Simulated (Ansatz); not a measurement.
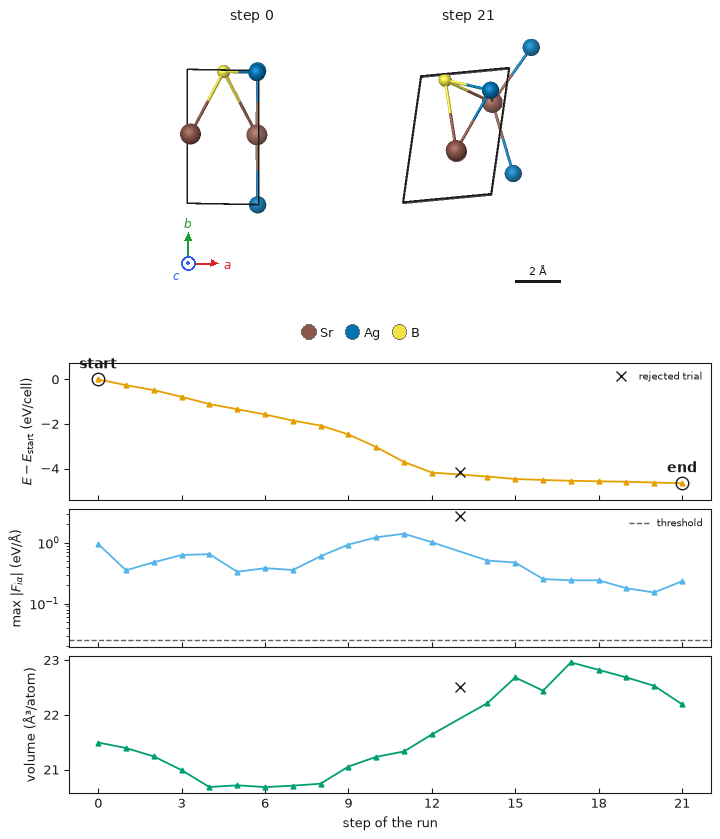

First and last geometry of a relaxation of crystalline SrAgB (a generated structure, set up in P1) (coarse preliminary run), with the history of the run. A ball-and-stick model of the cell of the calculation, seen along the c axis.

Computed with DFT PBE, scalar-relativistic, plane waves, PAW (Ansatz 0.2.0).

Input file:
```yaml
crystal:
  lattice:
    - [0.0054394885, 3.2362722007, -0.0296822554]
    - [-0.0471912639, -0.0538083295, 6.0733821341]
    - [6.562573324, 0.0108789769, -0.0520641751]
  atoms:
    - { symbol: Sr, position: [-0.0248773664, 0.5203805525, 0.5035301219] }
    - { symbol: Sr, position: [0.0444981406, 0.517768571, -6.3614e-05] }
    - { symbol: Ag, position: [-0.0254220234, -0.0145707476, -0.0184650218] }
    - { symbol: Ag, position: [-0.0149345469, -0.0016198683, 0.5098593721] }
    - { symbol: B, position: [0.5155686922, -0.0105652168, 0.2458551382] }
    - { symbol: B, position: [0.5051671039, -0.0113932908, 0.7592840036] }
basis:
  ecutwfc: 420
kpoints:
  mp_grid: { grid: [6, 4, 4] }
hamiltonian:
  xc: pbe
scf:
  occupations: { method: gaussian, width: 0.2 }
  lower_state_search: "off"
output:
  forces: true
  stress: true
  eigenvalues: true
relax:
  adjacent_minimum: "off"
  f_tol: 0.025
  max_steps: 60
  cell: { stress_tol: 0.25 }
```

Run as
```bash
ansatz run input.yaml --threads 1 --pin off --max-ram 2560MiB --backend cpu --events-out ev --progress --plain --runs-dir out
```

**Did the run converge, and what did it change?**

The run was cut off at its time limit before the relaxation converged, so the last structure is only a point on the way. The largest move relative to the cell is that of Sr2, 1.92 Å along [3 −1 0]. By element the largest moves are Sr 1.92 Å, Ag 1.43 Å, B 1.19 Å. Cell: a 3.236 → 4.015 Å (+24.1 %), b 6.074 → 5.775 Å (−4.9 %), c 6.563 → 5.907 Å (−10.0 %), α 90.9° → 89.9°, β 89.8° → 90.2°, γ 91.0° → 76.5°. Volume +3.3 %. Among the contacts that change: Sr2–B5 6.028 → 3.508 Å, Ag4–B6 2.253 → 4.701 Å, Sr2–B6 5.959 → 3.522 Å, Ag4–B5 2.308 → 4.682 Å. New bonds form: B5–B6 (3.19 → 1.63 Å), Sr1–Ag3 (4.19 → 3.00 Å), Sr1–Ag3 (4.47 → 3.00 Å), Sr1–Ag4 (4.36 → 3.08 Å). Bonds break: Ag4–B5 (2.31 → 4.68 Å), Ag4–B6 (2.25 → 4.70 Å), Sr2–Ag3 (3.24 → 4.68 Å). Among the angles between lasting bonds that change: Ag3–B6–Ag4 179.0° → 116.8°, Ag3–B5–Ag4 175.8° → 116.9°, Sr2–Ag3–B5 91.7° → 143.6°. The space group stays P1 (No. 1). The energy falls by 4.664 eV per cell of the calculation in 20 accepted moves (21 points after the start). The largest force component goes from 0.95 to 0.23 eV/Å. The pressure goes from 1.23 to −0.17 GPa. The line search rejected the trial step at point 13 of the run.
